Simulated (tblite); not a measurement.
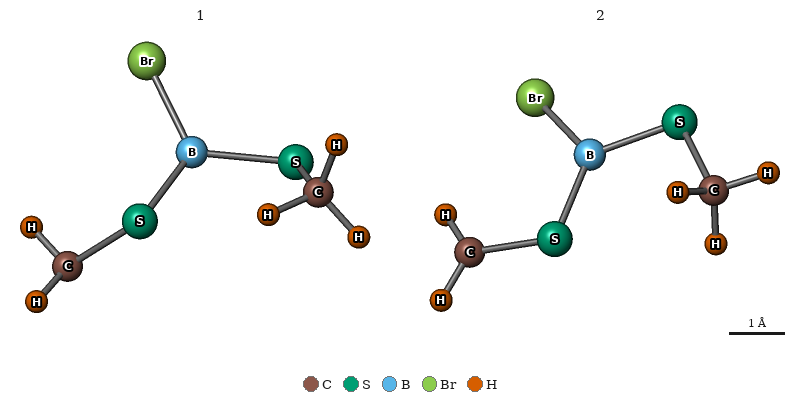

Two geometries of C2H5BBrS2 (multiplicity 2), drawn at one scale. One is the start of a relaxation, the other its converged end. Style: ball-and-stick. Shown at a tilt.

Computed with tblite, GFN2-xTB geometry optimisation, gas phase. 

> Which one is relaxed?

Structure 2 is the relaxed one. An S atom moves most after the best rigid fit: 0.97 Å. By element the largest moves are S 0.97 Å, H 0.87 Å, Br 0.81 Å, C 0.30 Å, B 0.18 Å. Among the contacts that change: C–S 1.813 → 1.691 Å, B–S 1.899 → 1.791 Å, B–Br 1.965 → 1.893 Å, B–S 1.888 → 1.819 Å. Bond angles that change, for instance: H–C–H 112.7° → 121.9°, S–C–H 107.4° → 116.2°, S–C–H 113.3° → 121.9°. Groups turn about C–S by about 80°, B–S by about 60°, B–S by about 45°. The energy falls by 1.088 eV in 108 geometry steps. Cost: 0.71 s on 1 thread of Arm Neoverse V1 (shared host).
